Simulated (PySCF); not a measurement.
**Al₂F₄O: density, localisation and related maps**

Input

```
{"job": {"kind": "nmr", "xc": "PBE0", "basis": {"default": "pcSseg-1", "Al": "pcSseg-2"}}, "charge": 0, "multiplicity": 1}
Al    -1.361488    -0.857516    -0.461330
F     -1.625839    -2.392961     0.076102
F     -2.501557    -0.154126    -1.421517
O      0.031865    -0.030849    -0.040452
Al     1.391525     0.822635     0.432443
F      2.765620     0.803979    -0.476898
F      1.391733     1.706828     1.823091
```

Command:

```sh
OMP_NUM_THREADS=1 python probes_run.py task.json out
```

Geometry: PBE0-D3(BJ)/def2-SVP.

These are results of PBE0/pcSseg-1 Al:pcSseg-2, SCF density, gas phase, non-relativistic in PySCF 2.14.0, not measurements.

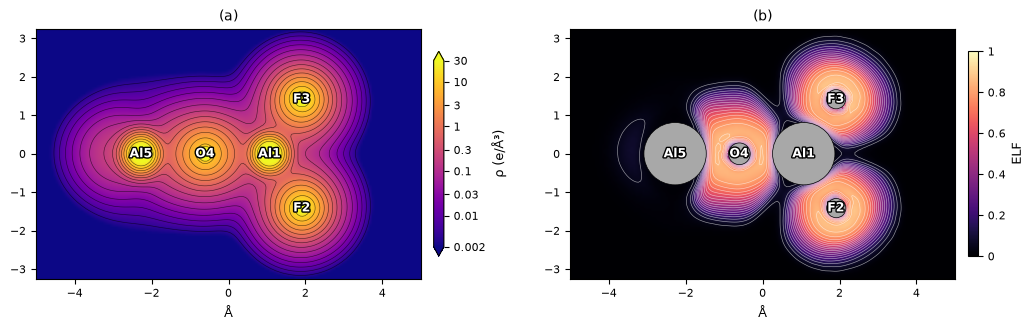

Figure 1. (a) total electron density; (b) electron localisation function on the plane of atoms F3, Al1 and O4. Grey discs cover the atomic cores in the ELF map.

**Describe what can be read from this map.**

Atoms in the plane: Al, F and O. Al–F (1.65 Å): ρ is about 0.93 e/Å³ halfway; the ELF peaks at about 0.85 in the valence shell of F, 0.5 Å from its nucleus, and is about 0.35 at the midpoint. Al–O (1.67 Å): the density is about 0.96 e/Å³ at the midpoint; the ELF peaks at about 0.85 in the valence shell of O, 0.6 Å from its nucleus, and is about 0.50 at the midpoint. The ELF also peaks beside F2 and F3, away from the bonds: lone-pair regions.

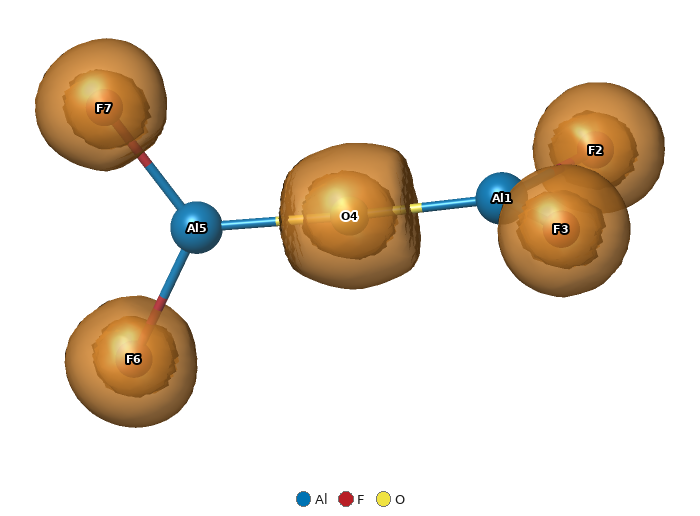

Figure 2. Isosurface of the ELF at 0.8 (orange), seen at a tilt. Only the valence region is drawn (cores and ρ < 0.01 e/Å³ removed).

**What do the ELF domains correspond to?**

The ELF exceeds this value in four regions wrapped around F (the valence shell of each) and one region wrapped around O (its valence shell).

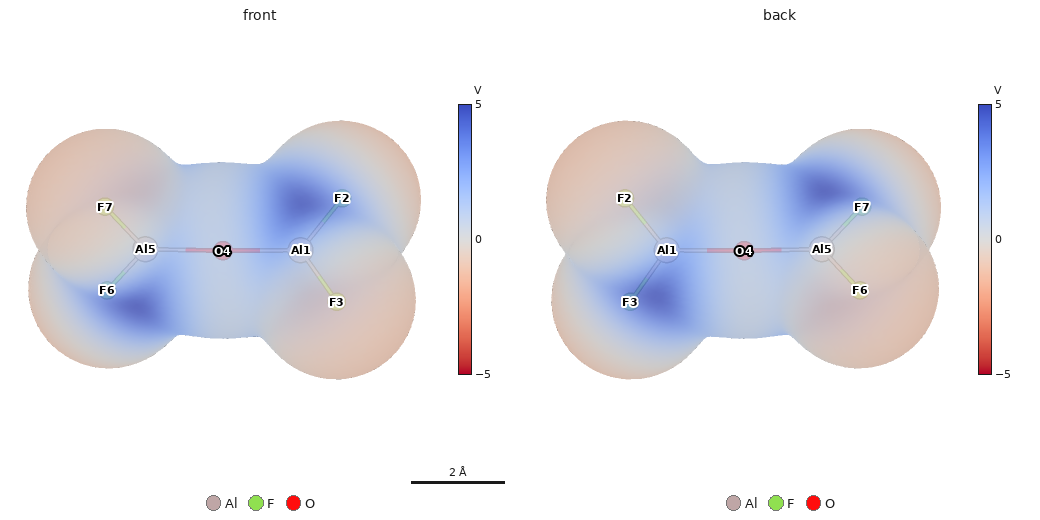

Figure 3. The electrostatic potential painted on the density surface at 0.001 e/bohr³, seen from the front and from behind; the colour scale runs from red (negative) to blue (positive).

**Describe the electrostatic potential map.**

The most negative region (about −1.0 V, or −23 kcal/mol for a unit charge) lies over F2, F3, F6 and F7, the most positive (about +4.5 V, or +104 kcal/mol for a unit charge) over Al1 and Al5.

**How polar is the molecule by this calculation?**

Its dipole moment is 0.05 D.
